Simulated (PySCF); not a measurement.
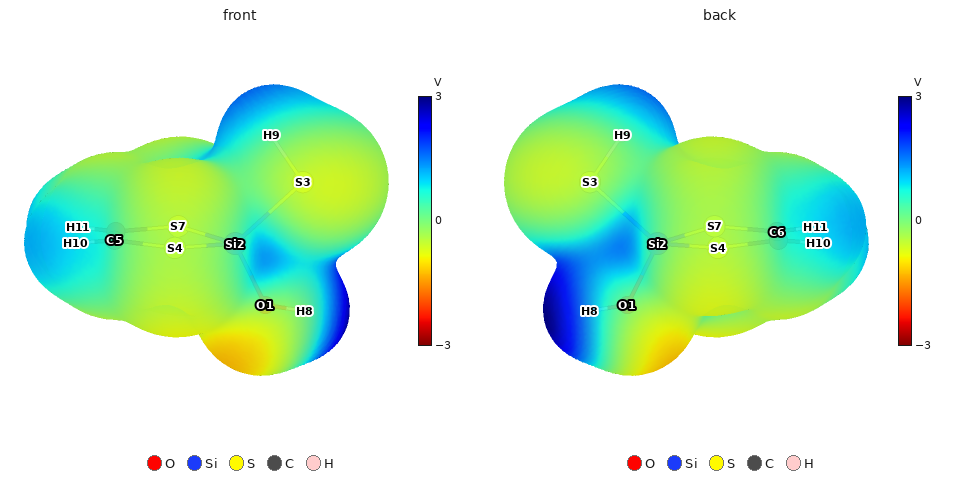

Figure 1: C2H4OS3Si (SMILES O[Si]1(S)SC=CS1). The electrostatic potential painted on the density surface at 0.002 e/bohr³, seen from the front and from behind; the colour scale runs from red (negative) to blue (positive).

Geometry: GFN2-xTB.

The calculation used PBE0/pcSseg-1, SCF density, gas phase, non-relativistic in PySCF.

```xyz
11

O    -1.9669   -0.8609   -0.9920
Si   -0.9180    0.2110   -0.4016
S    -1.8524    2.1403   -0.5838
S     0.9476   -0.0409   -1.4306
C     1.8313   -0.6232   -0.0437
C     1.3253   -0.7198    1.1815
S    -0.3071   -0.2780    1.6057
H    -2.9047   -0.7080   -1.0905
H    -0.9014    2.8659   -0.0187
H     2.8466   -0.9031   -0.2655
H     1.9051   -1.0806    2.0133
```

### Describe the electrostatic potential map.

The most negative region (about −1.2 V) lies over O1, the most positive (about +2.9 V) over H8. O1 is the likeliest acceptor of a hydrogen bond.
